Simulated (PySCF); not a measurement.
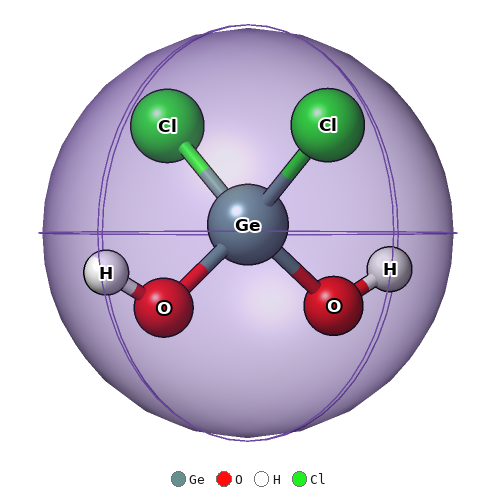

The ellipsoid shows the static dipole polarisability: its half-axes are proportional to the principal values. The geometry was computed by an optimisation with PBE0-D3(BJ)/def2-SVP. No frequency run is at hand to confirm it as a minimum. Method: ωB97X-D/def2-SVPD (PySCF 2.14.0).

Question: How large and how anisotropic is the polarisability?

Answer: Principal values 57.5, 62.1, 69.4 bohr³; mean 63.0 bohr³ (9.34 Å³); anisotropy 10.4 bohr³, so the longest axis is 1.21 times the shortest.
